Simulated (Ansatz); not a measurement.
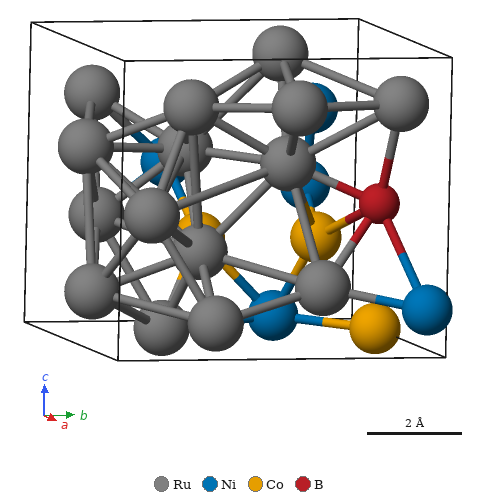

Starting frame of a dynamics run of an amorphous cell of composition Co3Ni5BRu15 (24 atoms in the cell). Style: ball-and-stick. Shown: the simulation cell, slightly off an axis. Bonds to atoms that aren't drawn are left out.

Method: DFT PBE, scalar-relativistic, plane waves, PAW (Ansatz).

Input
```yaml
crystal:
  lattice:
    - [6.643342, 0.424962, 0.244107]
    - [0.424962, 7.10344, -0.023133]
    - [0.244107, -0.023133, 6.533752]
  atoms:
    - { symbol: Ru, position: [0.3955201286, 0.3055556544, 0.0280677371] }
    - { symbol: Ru, position: [0.6050672467, 0.3560419823, 0.3081896311] }
    - { symbol: Ru, position: [0.8447080669, 0.6659850181, 0.2154839353] }
    - { symbol: Ru, position: [0.7163298558, 0.2887176651, 0.8057049958] }
    - { symbol: Ru, position: [0.6430974954, 0.0199160493, 0.1851469212] }
    - { symbol: Ru, position: [0.2614798032, 0.1376429285, 0.3904996973] }
    - { symbol: Ru, position: [0.8540324351, 0.8889175657, 0.8281387211] }
    - { symbol: Ru, position: [0.1354200893, 0.1522667491, 0.780412155] }
    - { symbol: Ru, position: [0.8634706201, 0.1331195422, 0.4651529389] }
    - { symbol: Ru, position: [0.9601031381, 0.3075406802, 0.1159063717] }
    - { symbol: Ru, position: [0.9894297282, 0.5408754875, 0.8345580316] }
    - { symbol: Ru, position: [0.5722904959, 0.5979901014, 0.9627138531] }
    - { symbol: Ru, position: [0.6549777938, 0.6056723734, 0.6074163583] }
    - { symbol: Ru, position: [0.5045546279, 0.0301235299, 0.6502800672] }
    - { symbol: Ru, position: [0.3701559174, 0.3720237982, 0.6218370137] }
    - { symbol: Ni, position: [0.2325993772, 0.7986008907, 0.7346289341] }
    - { symbol: Ni, position: [0.0082356704, 0.4190375238, 0.5302137478] }
    - { symbol: Ni, position: [0.9800842051, 0.9466464053, 0.1563813855] }
    - { symbol: Ni, position: [0.2430132403, 0.6884278162, 0.0458113239] }
    - { symbol: Ni, position: [0.1168889841, 0.8136226529, 0.465913098] }
    - { symbol: Co, position: [0.4221957165, 0.9492689174, 0.0224286155] }
    - { symbol: Co, position: [0.2610608271, 0.4529080395, 0.3110747676] }
    - { symbol: Co, position: [0.4168708811, 0.7638154136, 0.3287917528] }
    - { symbol: B, position: [0.7435910948, 0.8611360126, 0.4813239112] }
  symmetry: { detect: false }
basis:
  ecutwfc: 420
  xc_grid: 1
kpoints:
  mp_grid: { grid: [1, 1, 1], shift: [0.25, 0.25, 0.25] }
hamiltonian:
  xc: pbe
scf:
  occupations: { method: fermi_dirac, width: 0.2887 }
  lower_state_search: "off"
  convergence: { dr2_threshold: 1.0e-05 }
output:
  forces: true
  stress: true
md:
  timestep: 1.5
  n_steps: 71
  ensemble: nvt_langevin
  friction: 0.03
  temperature: 3350.0
  initial_velocities: maxwell_boltzmann
  seed: 50836
```

Run as
```bash
ansatz run input.yaml --threads 2 --pin off --max-ram 5120MiB --backend cpu --events-out ev --progress --plain --runs-dir out
```

> What does the trajectory do?

The mean temperature in the second half is 3368 K (standard deviation 433 K). The potential energy is still drifting at the end, so the run hasn't reached equilibrium. The potential energy in the second half lies on average 76.9 meV per atom above the first frame. The mean pressure there is 23.8 GPa. Root-mean-square distances from the starting positions over the second half, with the common drift of all atoms taken out: Co 0.45 Å, Ru 0.38 Å, B 0.33 Å, Ni 0.33 Å. The run lasts only 106 fs, too short to tell vibration from diffusion.

Along the run (each row but the first and the last is the mean over the interval that it begins):

```tsv
time (fs)	potential energy (meV/atom)	T (K)	p (GPa)
0.0	0.0	3210	20.1
10.5	63.3	3232	23.2
21.0	83.1	3352	24.6
31.5	127.2	2680	25.9
42.0	135.0	3486	26.6
52.5	117.2	3956	25.5
63.0	123.1	3378	24.4
73.5	58.3	3289	22.4
84.0	20.3	3454	22.1
94.5	62.0	3098	24.3
105.0	109.0	2689	26.2
```

The paths of the atoms:

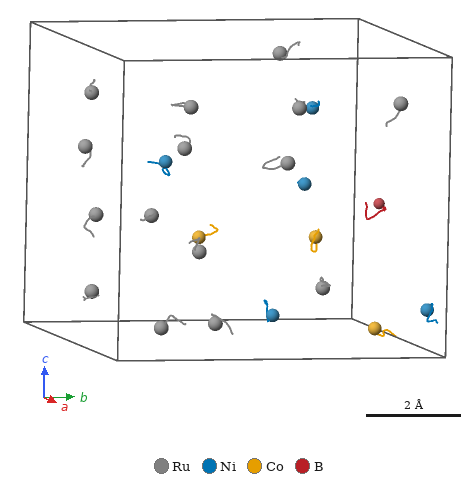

Limits of the set-up: the periodic images lie only 6.5 Å apart, so the values are limited by the cell's size.
